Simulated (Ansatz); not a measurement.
Input

```
crystal:
  periodic: [false, false, false]
  atoms:
    - {symbol: C, position_ang: [2.073619, -1.560785, 1.210263]}
    - {symbol: C, position_ang: [0.625027, -1.756638, 0.778640]}
    - {symbol: C, position_ang: [-1.839185, 1.657599, 0.866039]}
    - {symbol: O, position_ang: [-0.219292, -0.678320, 1.154192]}
    - {symbol: P, position_ang: [0.019278, 0.632370, -1.810851]}
    - {symbol: Si, position_ang: [-0.192817, 0.857330, 0.460476]}
    - {symbol: H, position_ang: [2.680492, -2.455464, 0.962328]}
    - {symbol: H, position_ang: [2.534769, -0.688383, 0.701395]}
    - {symbol: H, position_ang: [2.135483, -1.388789, 2.303709]}
    - {symbol: H, position_ang: [0.574378, -1.922876, -0.325780]}
    - {symbol: H, position_ang: [0.206812, -2.670950, 1.252885]}
    - {symbol: H, position_ang: [0.934142, 1.684895, 1.031695]}
    - {symbol: H, position_ang: [-2.674200, 1.102755, 0.393926]}
    - {symbol: H, position_ang: [-1.865286, 2.707819, 0.511261]}
    - {symbol: H, position_ang: [-1.999360, 1.659162, 1.963510]}
    - {symbol: H, position_ang: [1.456773, 0.529316, -1.756565]}
    - {symbol: H, position_ang: [0.070677, 2.065190, -1.970736]}
basis:
  gaussian: {orbitals: def2-SVPD}
magnetization: {spin_polarized: false}
hamiltonian: {xc: pbe0}
output: {forces: true, orbitals: {seedname: orbitals}}
```

Run with:

```sh
ansatz run input.yaml --threads 4 --pin off --max-ram 7830MiB --events-out events.jsonl --progress --plain --runs-dir runs
```

Geometry: PBE-D3(BJ)/def2-SVP.

All numbers below come from isolated molecule in a Gaussian basis; Kohn-Sham density functional theory, functional PBE0 in Ansatz.

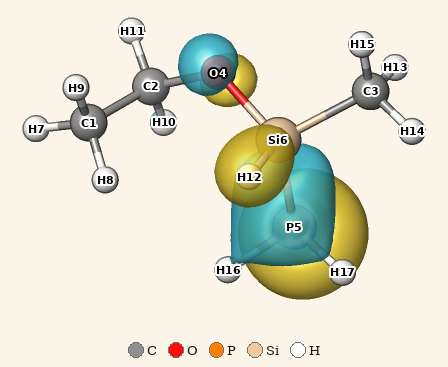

C$_{3}$H$_{11}$OPSi. The HOMO at ±0.15 Å⁻³ᐟ² (yellow and cyan are the two phases), seen at a tilt.

Question: Where does this orbital lie, and at what energy?

Answer: It lies mainly on P5 (about 55 %), Si6 (about 15 %), O4 (about 10 %) and H12 (about 10 %). Its energy is −7.28 eV.
